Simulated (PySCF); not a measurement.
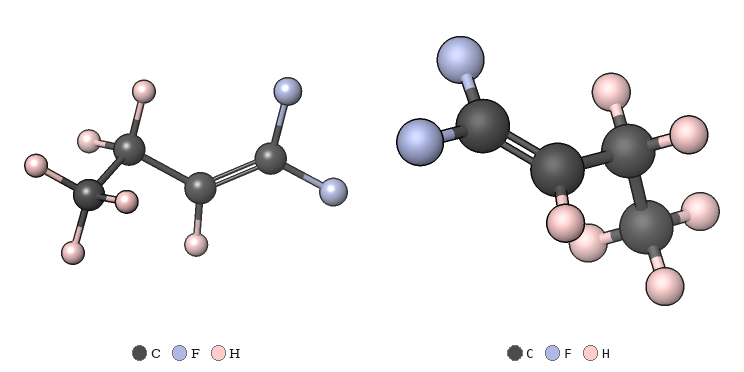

Both panels show the same species.

The computed structure is the end point of a PBE0-D3(BJ)/def2-SVP optimisation. No frequency run is at hand to confirm it as a minimum.

Question: Count the atoms of each element.

Answer: C₄H₆F₂, 12 atoms: 4 carbon, 6 hydrogen and 2 fluorine.

Question: Describe its rings.

Answer: It has no ring.

Question: Give a SMILES string for it.

Answer: CCC=C(F)F

The parts below concern this one geometry. Atoms keep their numbers from picture to picture.

## Geometry

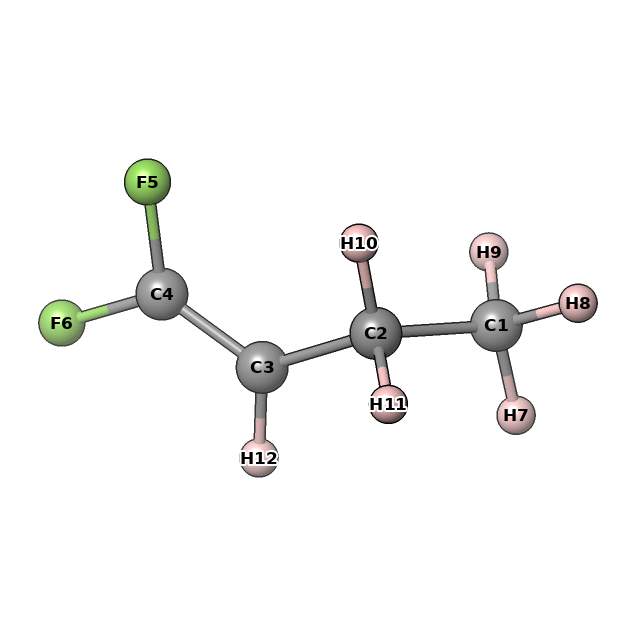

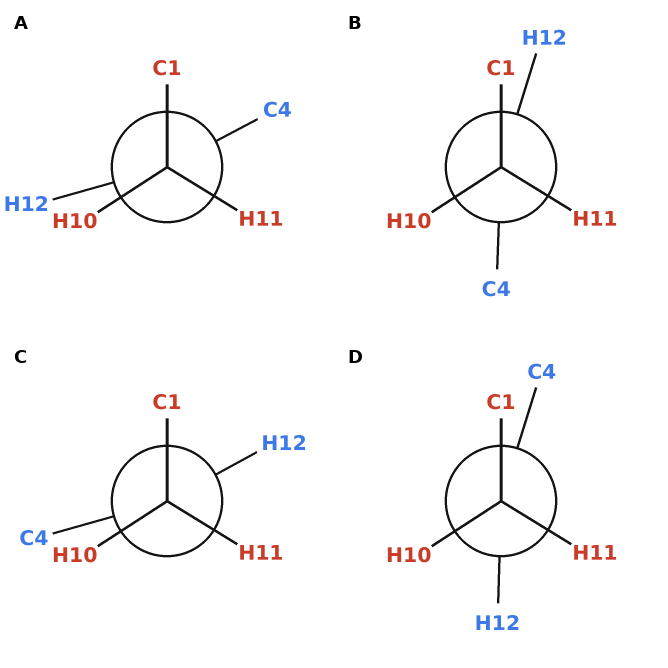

Distant atoms are faded towards the background colour. Bonds that would overlap in a projection are set slightly apart. No frequency run is at hand to confirm it as a minimum.

Question: Which Newman projection shows the view along C2–C3, with C2 in front?

Answer: C. The torsion angle C1–C2–C3–C4 is −118°, anticlinal.

## Levels of theory compared

No frequency run is at hand to confirm it as a minimum. Program: PySCF 2.14.0.

Tabulate dipole (D), HOMO energy (eV) at these levels: PBE0/6-311+G(2d,p); PBE0/6-31G*; PBE0/IGLO-III; PBE0/aug-cc-pVDZ; PBE0/cc-pVDZ; PBE0/cc-pVTZ; PBE0/def2-SVP; PBE0/def2-TZVP; PBE0/pcSseg-0.

| level | dipole (D) | HOMO energy (eV) |
| --- | --- | --- |
| PBE0/6-311+G(2d,p) | 1.66 | −7.23 |
| PBE0/6-31G* | 1.27 | −6.84 |
| PBE0/IGLO-III | 1.60 | −7.21 |
| PBE0/aug-cc-pVDZ | 1.63 | −7.20 |
| PBE0/cc-pVDZ | 1.32 | −6.99 |
| PBE0/cc-pVTZ | 1.45 | −7.13 |
| PBE0/def2-SVP | 1.41 | −7.11 |
| PBE0/def2-TZVP | 1.52 | −7.18 |
| PBE0/pcSseg-0 | 1.73 | −7.38 |

## Core levels

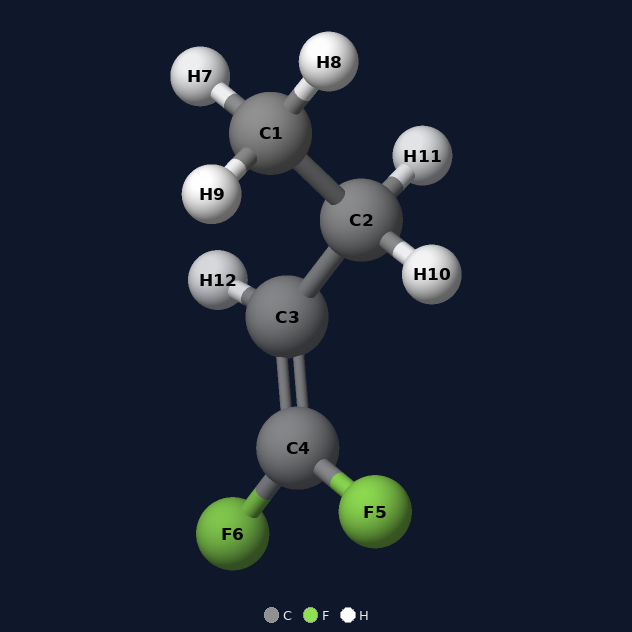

No frequency run is at hand to confirm it as a minimum. Level of theory: delta-SCF UKS PBE0, pcX-2 on the ionised atom, pcseg-1 elsewhere, spin-free X2C (PySCF 2.14.0).

Give the core-electron binding energies (to vacuum) of C1 1s, C2 1s, C3 1s, C4 1s, F5 1s, F6 1s.

| atom | level | binding energy (eV) |
| --- | --- | --- |
| C1 | 1s | 290.3 |
| C2 | 1s | 290.7 |
| C3 | 1s | 290.4 |
| C4 | 1s | 294.7 |
| F5 | 1s | 693.1 |
| F6 | 1s | 693.0 |

## Charges

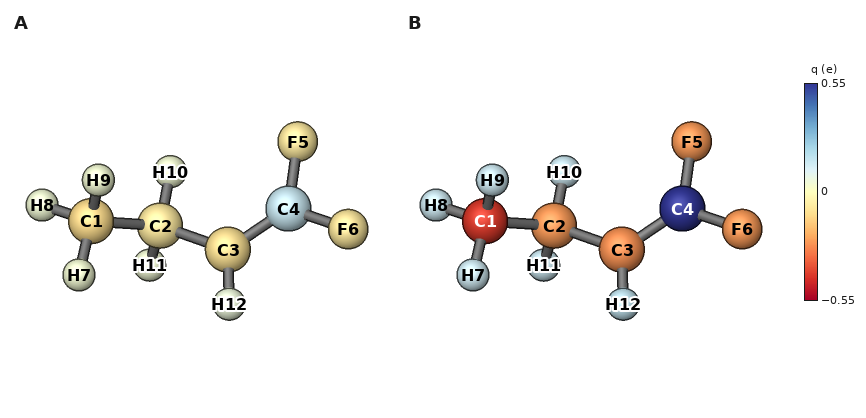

Atomic charges of one calculation by 2 schemes, on one colour scale. No frequency run is at hand to confirm it as a minimum. Level of theory: PBE0/6-311+G(2d,p) (PySCF 2.14.0).

Question: The schemes are Hirshfeld, IAO. Which panel shows which?

Answer: A Hirshfeld, B IAO.

List the charges (e), one line for each set of equivalent atoms.

```
atom  Hirshfeld    IAO
  C1      −0.11  −0.42
  C2      −0.07  −0.25
  C3      −0.10  −0.27
  C4       0.16   0.55
  F5      −0.07  −0.25
  F6      −0.08  −0.25
  H7       0.04   0.14
  H8       0.04   0.14
  H9       0.04   0.14
 H10       0.04   0.15
 H11       0.05   0.15
 H12       0.06   0.17
```

## NMR shielding

The questions are on isotropic NMR shieldings of the C atoms. No frequency run is at hand to confirm it as a minimum. Level of theory: GIAO PBE0/def2-SVP NMR shielding, non-relativistic, gas phase (PySCF 2.14.0).

Give the isotropic NMR shieldings of the C atoms atom by atom.

| atom | σ (ppm) |
| --- | --- |
| C1 | 178.0 |
| C2 | 176.0 |
| C3 | 114.3 |
| C4 | 37.8 |
